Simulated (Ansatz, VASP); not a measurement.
## CoCuAs2 in two plane-wave programs

Wanted: the spread between two codes on one cell, functional and k mesh. The cell is invented: As first built, before any earlier steps moved the atoms: it takes the CoNiAs2 structure with some of its atoms replaced by other elements, volume scaled by an estimate. It may not be a known or stable phase. The cell comes out of earlier VASP steps on this material, which relaxed, scaled or displaced it; both programs get it as it stands.

Calculated with Ansatz 0.2.0; plane waves, with VASP 6.6.1 beside it; relaxation of cell and atoms at PBE, DFT+U.

## 1. The structure

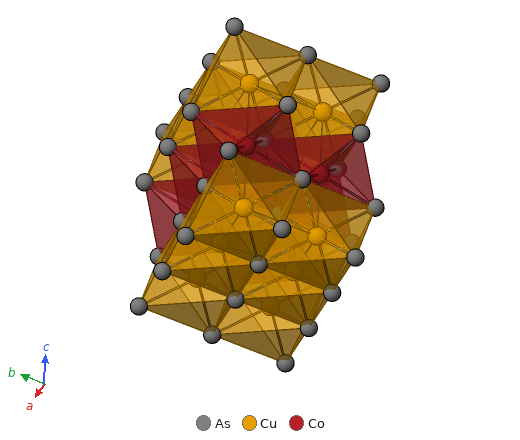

The starting structure, seen from a free direction (arsenic grey, copper orange, cobalt red). 2×1×1 cells are drawn. Some periodic images of atoms are drawn too.

## 2. VASP: relaxation of cell and atoms, PBE, DFT+U

The relaxed volume is the usual yardstick between codes: its relative difference is about their pressure difference at one cell divided by the bulk modulus.

Lines of VASP's logs that name or quote its potential files are left out, and so is its time.

File INCAR:

```
SYSTEM = CoCuAs2
PREC = Accurate
ENCUT = 400
EDIFF = 1E-06
NELM = 100
ISMEAR = 0
SIGMA = 0.05
LREAL = .FALSE.
ALGO = Normal
GGA = PE
NBANDS = 23
ISPIN = 2
MAGMOM = 0 0 0.6 -2
LDAU = .TRUE.
LDAUTYPE = 2
LDAUL = -1 2 2
LDAUU = 0 5 4.5
LDAUJ = 0 0 0
LDAUPRINT = 1
LASPH = .TRUE.
LMAXMIX = 4
LORBIT = 11
LWAVE = .FALSE.
LCHARG = .FALSE.
KPAR = 2
IBRION = 2
NSW = 60
ISIF = 3
EDIFFG = -0.01
```

File POSCAR:

```
CoCuAs2
1.0
    3.7778510111      0.0000000000      0.0000000000
   -1.8889255055      3.2717150692      0.0000000000
    0.0000000000      0.0000000000      5.0019364430
As Cu Co
2 1 1
Direct
    0.6666666700      0.3333333300      0.2864302301
    0.3333333300      0.6666666700      0.7135697699
    0.0000000000      0.0000000000      0.0000000000
    0.0000000000      0.0000000000      0.5000000000
```

File KPOINTS:

```
Automatic mesh
0
Gamma
6 6 4
0 0 0
```

Potentials, in the order of the species: As, Cu and Co (PBE family, release 64).

Command:

```bash
mpirun -np 2 vasp_std
```

Numbers of over 12 decimals in the logs are rounded to 6 here.

The program printed:

```text
[banner, memory and clock lines left out]
running    2 mpi-ranks, on    1 nodes
 distrk:  each k-point on    1 cores,    2 groups
 distr:  one band on    1 cores,    1 groups

 POSCAR found type information on POSCAR AsCuCo
 POSCAR found :  3 types and       4 ions
 LDA part: xc-table for (Slater+PW92), standard interpolation
 POSCAR, INCAR and KPOINTS ok, starting setup
 FFT: planning ... GRIDC
 FFT: planning ... GRID_SOFT
 FFT: planning ... GRID
 WAVECAR not read
 entering main loop
       N       E                     dE             d eps       ncg     rms          rms(c)
DAV:   1     0.180978611881E+03    0.18098E+03   -0.11009E+04  2216   0.125E+03
DAV:   2    -0.332131938600E+01   -0.18430E+03   -0.17406E+03  2250   0.277E+02
DAV:   3    -0.153130026879E+02   -0.11992E+02   -0.11559E+02  2808   0.885E+01
DAV:   4    -0.156189024162E+02   -0.30590E+00   -0.30531E+00  2474   0.133E+01
DAV:   5    -0.156286731847E+02   -0.97708E-02   -0.97691E-02  3149   0.262E+00    0.121E+01
DAV:   6    -0.178143094937E+02   -0.21856E+01   -0.22272E+01  2425   0.848E+01    0.174E+01
DAV:   7    -0.150366983268E+02    0.27776E+01   -0.98173E+00  2631   0.669E+01    0.410E+00
DAV:   8    -0.150610179048E+02   -0.24320E-01   -0.15265E+00  2959   0.359E+01    0.246E+00
DAV:   9    -0.151104535636E+02   -0.49436E-01   -0.51653E-01  3732   0.181E+01    0.184E+00
DAV:  10    -0.151301186843E+02   -0.19665E-01   -0.83820E-02  3241   0.506E+00    0.994E-01
DAV:  11    -0.151499546334E+02   -0.19836E-01   -0.29730E-02  3723   0.242E+00    0.545E-01
DAV:  12    -0.151650310298E+02   -0.15076E-01   -0.39911E-02  3871   0.273E+00    0.256E-01
DAV:  13    -0.151691708740E+02   -0.41398E-02   -0.10115E-02  3921   0.106E+00    0.183E-01
DAV:  14    -0.151713241861E+02   -0.21533E-02   -0.89138E-03  3689   0.124E+00    0.801E-02
[...]
DAV:  37    -0.151706570151E+02   -0.25161E-03   -0.49473E-04  3207   0.180E-01    0.675E-02
DAV:  38    -0.151704527025E+02    0.20431E-03   -0.32319E-04  3079   0.144E-01    0.620E-02
DAV:  39    -0.151704860676E+02   -0.33365E-04   -0.10235E-05  2270   0.279E-02    0.616E-02
DAV:  40    -0.151706715500E+02   -0.18548E-03   -0.27305E-04  3208   0.132E-01    0.645E-02
DAV:  41    -0.151707508496E+02   -0.79300E-04   -0.55979E-05  3438   0.583E-02    0.654E-02
DAV:  42    -0.151706144543E+02    0.13640E-03   -0.13333E-04  3059   0.908E-02    0.630E-02
DAV:  43    -0.151706497541E+02   -0.35300E-04   -0.95114E-06  1730   0.244E-02    0.637E-02
DAV:  44    -0.151706498364E+02   -0.82297E-07   -0.32111E-07  1143   0.473E-03
   1 F= -.15170650E+02 E0= -.15169516E+02  d E =-.151706E+02  mag=    -0.9495
[...]
3 F= -.15169335E+02 E0= -.15168151E+02  d E =0.131497E-02  mag=    -0.9689
[...]
4 F= -.15169678E+02 E0= -.15168545E+02  d E =0.971815E-03  mag=    -0.9992
[...]
5 F= -.15169736E+02 E0= -.15168602E+02  d E =0.913769E-03  mag=    -0.9965
[...]
6 F= -.15169777E+02 E0= -.15168667E+02  d E =0.872806E-03  mag=    -1.0006
 curvature:  -0.20 expect dE=-0.179E-04 dE for cont linesearch -0.169E-04
 ZBRENT: bisectioning
 opt :   0.0570  next Energy=   -15.169801 (dE= 0.849E-03)
 bond charge predicted
       N       E                     dE             d eps       ncg     rms          rms(c)
DAV:   1    -0.151699059420E+02   -0.12826E-03   -0.15068E-03  2523   0.796E-01    0.888E-02
DAV:   2    -0.151699569779E+02   -0.51036E-04   -0.13263E-03  2524   0.852E-01    0.113E-01
DAV:   3    -0.151698183662E+02    0.13861E-03   -0.58582E-04  2718   0.581E-01    0.372E-02
DAV:   4    -0.151698030531E+02    0.15313E-04   -0.78057E-05  2698   0.327E-01    0.130E-02
DAV:   5    -0.151698019188E+02    0.11343E-05   -0.13415E-05  3332   0.700E-02    0.502E-03
DAV:   6    -0.151698021782E+02   -0.25948E-06   -0.14208E-06  1104   0.265E-02
   7 F= -.15169802E+02 E0= -.15168691E+02  d E =0.847658E-03  mag=    -0.9982
 curvature:  -0.29 expect dE=-0.435E-05 dE for cont linesearch -0.331E-05
 trial: gam= 0.00000 g(F)=  0.881E-07 g(S)=  0.151E-04 ort =-0.161E-03 (trialstep = 0.811E+00)
 search vector abs. value=  0.152E-04
 reached required accuracy - stopping structural energy minimisation
```

From OUTCAR (step 2):

```text
ion  position               nearest neighbor table
   1  0.667  0.333  0.286-   4 2.43   4 2.43   4 2.43   3 2.61   3 2.61   3 2.61
   2  0.333  0.667  0.714-   4 2.43   4 2.43   4 2.43   3 2.61   3 2.61   3 2.61
   3  0.000  0.000  0.000-   4 2.50   4 2.50   1 2.61   2 2.61   1 2.61   2 2.61   1 2.61   2 2.61

  LATTYP: Found a hexagonal cell.
 ALAT       =     3.7778510111
 C/A-ratio  =     1.3240163332

 Subroutine GETGRP returns: Found 12 space group operations
 (whereof 12 operations were pure point group operations)

The static configuration has the point symmetry D_3d.

 Found     24 irreducible k-points:

   k-points           NKPTS =     24   k-points in BZ     NKDIM =     24   number of bands    NBANDS=     23

   dimension x,y,z NGX =    28 NGY =   28 NGZ =   36
   dimension x,y,z NGXF=    56 NGYF=   56 NGZF=   72

   ENCUT  =  400.0 eV  29.40 Ry    5.42 a.u.   6.16  6.16  8.16*2*pi/ulx,y,z

   NELECT =      30.0000    total number of electrons

 k-points in reciprocal lattice and weights: Automatic mesh
   0.00000000  0.00000000  0.00000000       0.007
   0.16666667  0.00000000  0.00000000       0.042
   0.33333333  0.00000000  0.00000000       0.042
   0.50000000  0.00000000  0.00000000       0.021
   0.16666667  0.16666667  0.00000000       0.042
   0.33333333  0.16666667  0.00000000       0.083
   0.33333333  0.33333333  0.00000000       0.014
   0.00000000  0.00000000  0.25000000       0.014
   0.16666667  0.00000000  0.25000000       0.042
[...]
0.33333333  0.16666667  0.50000000       0.083
   0.33333333  0.33333333  0.50000000       0.014

atom =   3  type =  2  l = 2

 onsite density matrix

spin component  1

  0.9342  0.0000 -0.0000 -0.0091 -0.0000
  0.0000  0.9498 -0.0000  0.0000 -0.0091
 -0.0000 -0.0000  0.9085  0.0000  0.0000
 -0.0091  0.0000  0.0000  0.9498 -0.0000
 -0.0000 -0.0091  0.0000 -0.0000  0.9342

spin component  2

  0.9392  0.0000 -0.0000 -0.0095 -0.0000
  0.0000  0.9375 -0.0000  0.0000 -0.0095
 -0.0000 -0.0000  0.9419  0.0000  0.0000
 -0.0095  0.0000  0.0000  0.9375 -0.0000
 -0.0000 -0.0095  0.0000 -0.0000  0.9392

 occupancies and eigenvectors

  o =  0.9085  v =  0.0000 -0.0000  1.0000  0.0000 -0.0000  0.0000  0.0000  0.0000  0.0000  0.0000      0.0000  0.0000  0.0000  0.0000  0.0000  0.0000  0.0000  0.0000  0.0000  0.0000
  o =  0.9288  v =  0.0000  0.0000  0.0000  0.0000  0.0000  0.6739 -0.0002  0.0000  0.7389 -0.0001      0.0000  0.0000  0.0000  0.0000  0.0000  0.0000  0.0000  0.0000  0.0000  0.0000
  o =  0.9288  v =  0.0000  0.0000  0.0000  0.0000  0.0000 -0.0001 -0.7389  0.0000 -0.0002 -0.6739      0.0000  0.0000  0.0000  0.0000  0.0000  0.0000  0.0000  0.0000  0.0000  0.0000
  o =  0.9300  v = -0.9086  0.0001  0.0000 -0.4176  0.0002  0.0000  0.0000  0.0000  0.0000  0.0000      0.0000  0.0000  0.0000  0.0000  0.0000  0.0000  0.0000  0.0000  0.0000  0.0000
  o =  0.9300  v =  0.0002  0.4176  0.0000  0.0001  0.9086  0.0000  0.0000  0.0000  0.0000  0.0000      0.0000  0.0000  0.0000  0.0000  0.0000  0.0000  0.0000  0.0000  0.0000  0.0000
  o =  0.9419  v =  0.0000  0.0000  0.0000  0.0000  0.0000  0.0000  0.0000  1.0000 -0.0000 -0.0000      0.0000  0.0000  0.0000  0.0000  0.0000  0.0000  0.0000  0.0000  0.0000  0.0000
  o =  0.9479  v =  0.0000  0.0000  0.0000  0.0000  0.0000  0.7389  0.0001 -0.0000 -0.6739 -0.0002      0.0000  0.0000  0.0000  0.0000  0.0000  0.0000  0.0000  0.0000  0.0000  0.0000
  o =  0.9479  v =  0.0000  0.0000  0.0000  0.0000  0.0000  0.0002 -0.6739  0.0000 -0.0001  0.7389      0.0000  0.0000  0.0000  0.0000  0.0000  0.0000  0.0000  0.0000  0.0000  0.0000
  o =  0.9539  v =  0.4176  0.0002 -0.0000 -0.9086 -0.0001  0.0000  0.0000  0.0000  0.0000  0.0000      0.0000  0.0000  0.0000  0.0000  0.0000  0.0000  0.0000  0.0000  0.0000  0.0000
  o =  0.9539  v =  0.0001 -0.9086  0.0000 -0.0002  0.4176  0.0000  0.0000  0.0000  0.0000  0.0000      0.0000  0.0000  0.0000  0.0000  0.0000  0.0000  0.0000  0.0000  0.0000  0.0000

atom =   4  type =  3  l = 2

 onsite density matrix

spin component  1

  0.7008 -0.0000 -0.0000  0.2558 -0.0000
 -0.0000  0.5889  0.0000  0.0000  0.2558
 -0.0000  0.0000  0.5417 -0.0000  0.0000
  0.2558  0.0000 -0.0000  0.5889  0.0000
 -0.0000  0.2558  0.0000  0.0000  0.7008

spin component  2

  0.8700 -0.0000 -0.0000  0.0434 -0.0000
 -0.0000  0.8886  0.0000  0.0000  0.0434
 -0.0000  0.0000  0.9128 -0.0000  0.0000
  0.0434  0.0000 -0.0000  0.8886  0.0000
 -0.0000  0.0434  0.0000  0.0000  0.8700

 occupancies and eigenvectors

  o =  0.3831  v =  0.6270  0.0002  0.0000 -0.7790 -0.0001  0.0000  0.0000  0.0000  0.0000  0.0000      0.0000  0.0000  0.0000  0.0000  0.0000  0.0000  0.0000  0.0000  0.0000  0.0000
  o =  0.3831  v =  0.0001 -0.7790 -0.0000 -0.0002  0.6270  0.0000  0.0000  0.0000  0.0000  0.0000      0.0000  0.0000  0.0000  0.0000  0.0000  0.0000  0.0000  0.0000  0.0000  0.0000
  o =  0.5417  v =  0.0000 -0.0000  1.0000  0.0000 -0.0000  0.0000  0.0000  0.0000  0.0000  0.0000      0.0000  0.0000  0.0000  0.0000  0.0000  0.0000  0.0000  0.0000  0.0000  0.0000
  o =  0.8350  v =  0.0000  0.0000  0.0000  0.0000  0.0000  0.7776  0.0001  0.0000 -0.6288 -0.0002      0.0000  0.0000  0.0000  0.0000  0.0000  0.0000  0.0000  0.0000  0.0000  0.0000
  o =  0.8350  v =  0.0000  0.0000  0.0000  0.0000  0.0000  0.0002 -0.6288 -0.0000 -0.0001  0.7776      0.0000  0.0000  0.0000  0.0000  0.0000  0.0000  0.0000  0.0000  0.0000  0.0000
  o =  0.9067  v = -0.7790  0.0001  0.0000 -0.6270  0.0002  0.0000  0.0000  0.0000  0.0000  0.0000      0.0000  0.0000  0.0000  0.0000  0.0000  0.0000  0.0000  0.0000  0.0000  0.0000
  o =  0.9067  v =  0.0002  0.6270  0.0000  0.0001  0.7790  0.0000  0.0000  0.0000  0.0000  0.0000      0.0000  0.0000  0.0000  0.0000  0.0000  0.0000  0.0000  0.0000  0.0000  0.0000
  o =  0.9128  v =  0.0000  0.0000  0.0000  0.0000  0.0000  0.0000 -0.0000  1.0000  0.0000 -0.0000      0.0000  0.0000  0.0000  0.0000  0.0000  0.0000  0.0000  0.0000  0.0000  0.0000
  o =  0.9237  v =  0.0000  0.0000  0.0000  0.0000  0.0000  0.6288 -0.0002 -0.0000  0.7776 -0.0001      0.0000  0.0000  0.0000  0.0000  0.0000  0.0000  0.0000  0.0000  0.0000  0.0000
  o =  0.9237  v =  0.0000  0.0000  0.0000  0.0000  0.0000  0.0001  0.7776  0.0000  0.0002  0.6288      0.0000  0.0000  0.0000  0.0000  0.0000  0.0000  0.0000  0.0000  0.0000  0.0000

 average (electrostatic) potential at core
       1 -48.0878       2 -48.0878       3 -63.4156       4 -81.1066

 E-fermi :   6.8272

 spin component 1
 k-point     1 :       0.0000    0.0000    0.0000
  band No.  band energies     occupation
    ...
      8       2.7254      1.00000
      9       3.9280      1.00000
     10       3.9280      1.00000
     11       5.6329      1.00000
     12       5.6329      1.00000
     13       7.2302      0.00000
     14       7.2302      0.00000
     15       7.4633      0.00000
     16       8.8993      0.00000
     17      10.0425      0.00000
    ...

 k-point     2 :       0.1667    0.0000    0.0000
  band No.  band energies     occupation
    ...
     10       3.9690      1.00000
     11       5.3704      1.00000
     12       5.5015      1.00000
     13       5.6209      1.00000
     14       6.6853      0.99997
     15       7.4089      0.00000
     16       8.9589      0.00000
     17       9.4487      0.00000
     18      10.4098      0.00000
     19      11.9564      0.00000
    ...

 k-point     3 :       0.3333    0.0000    0.0000
  band No.  band energies     occupation
    ...
     11       4.2371      1.00000
     12       4.9079      1.00000
     13       5.0707      1.00000
     14       6.0709      1.00000
     15       6.7648      0.96124
     16       7.6669      0.00000
     17       9.2792      0.00000
     18      10.8117      0.00000
     19      11.3365      0.00000
     20      12.8969      0.00000
    ...

 k-point     4 :       0.5000    0.0000    0.0000
  band No.  band energies     occupation
    ...
     11       4.1351      1.00000
     12       4.2906      1.00000
     13       4.7538      1.00000
     14       5.6042      1.00000
     15       5.9293      1.00000
     16       7.2729      0.00000
     17       9.0984      0.00000
     18      10.9410      0.00000
     19      11.0917      0.00000
     20      12.3596      0.00000
    ...

 k-point     5 :       0.1667    0.1667    0.0000
  band No.  band energies     occupation
    ...
     10       3.5735      1.00000
     11       4.8191      1.00000
     12       5.1623      1.00000
     13       5.3523      1.00000
     14       5.9764      1.00000
     15       7.1015      0.00000
     16       8.4875      0.00000
     17       9.3421      0.00000
     18       9.6182      0.00000
     19      12.2157      0.00000
    ...

 k-point     6 :       0.3333    0.1667    0.0000
  band No.  band energies     occupation
    ...
     11       4.6279      1.00000
     12       4.8478      1.00000
     13       4.9105      1.00000
     14       5.6426      1.00000
     15       6.2310      1.00000
     16       7.1419      0.00000
     17       8.9819      0.00000
     18       9.4651      0.00000
     19      11.3279      0.00000
     20      12.3614      0.00000
    ...

  Total       -0.0099326     -0.0099326     -0.0324650     -0.0000000      0.0000000     -0.0000000
  in kB       -0.2572734     -0.2572734     -0.8409035     -0.0000000      0.0000000     -0.0000000
  external PRESSURE =      -0.4518168 kB  Pullay stress =       0.0000000 kB

  energy-cutoff  :      400.00
  volume of cell :       61.86
      direct lattice vectors                 reciprocal lattice vectors
     3.778464211  0.000000000 -0.000000000     0.264657793  0.152800242  0.000000000
    -1.889232105  3.272246116  0.000000000    -0.000000000  0.305600485 -0.000000000
    -0.000000000  0.000000000  5.002869338     0.000000000 -0.000000000  0.199885292

 POSITION                                       TOTAL-FORCE (eV/Angst)
 -----------------------------------------------------------------------------------
      1.88923      1.09075      1.43302        -0.000000      0.000000      0.000956
     -0.00000      2.18150      3.56985        -0.000000     -0.000000     -0.000956
      0.00000      0.00000      0.00000         0.000000     -0.000000      0.000000
     -0.00000      0.00000      2.50143         0.000000      0.000000      0.000000
 -----------------------------------------------------------------------------------
    total drift:                               -0.000000     -0.000000      0.000000

  FREE ENERGIE OF THE ION-ELECTRON SYSTEM (eV)
  ---------------------------------------------------
  free  energy   TOTEN  =       -15.1698021782 eV

  energy  without entropy=      -15.1675801744  energy(sigma->0) =      -15.16869118

 reached required accuracy - stopping structural energy minimisation

 total charge
# of ion       s       p       d       tot
------------------------------------------
    1        1.250   1.415   0.059   2.723
    2        1.250   1.415   0.059   2.723
    3        0.389   0.339   9.350  10.078
    4        0.431   0.513   7.518   8.462
--------------------------------------------------
tot          3.319   3.681  16.985  23.985

 magnetization (x)
# of ion       s       p       d       tot
------------------------------------------
    1       -0.008   0.092   0.001   0.086
    2       -0.008   0.092   0.001   0.086
    3        0.002   0.022  -0.019   0.005
    4       -0.006  -0.011  -1.309  -1.326
--------------------------------------------------
tot         -0.019   0.194  -1.325  -1.150

[... 6 further parts left out ...]
```

CONTCAR:

```
CoCuAs2
   1.00000000000000
     3.7784642109453892    0.0000000000000094   -0.0000000000000000
    -1.8892321054226784    3.2722461159030449    0.0000000000000000
    -0.0000000000000000    0.0000000000000000    5.0028693376318945
  As              Cu              Co
     2     1     1
Direct
     0.6666666699999979    0.3333333300000021    0.2864389182957693
     0.3333333300000021    0.6666666699999979    0.7135610817042307
     0.0000000000000000    0.0000000000000000    0.0000000000000000
     0.0000000000000000    0.0000000000000000    0.5000000000000000
```

(Part 1 of 2 ends here.)

[Lines on the potential files, build, host, timing and source positions are cut from VASP's logs without a mark.]

[Logs are printed without paths, hosts, clocks, repeated set-up lines and the standing remarks that a program may print on its own settings, such as how far it seeks lower states.]

[Hosts, paths, dates, database ids (printed as entryN), source tags and the programs' standing remarks are cut or masked in the printed files.]
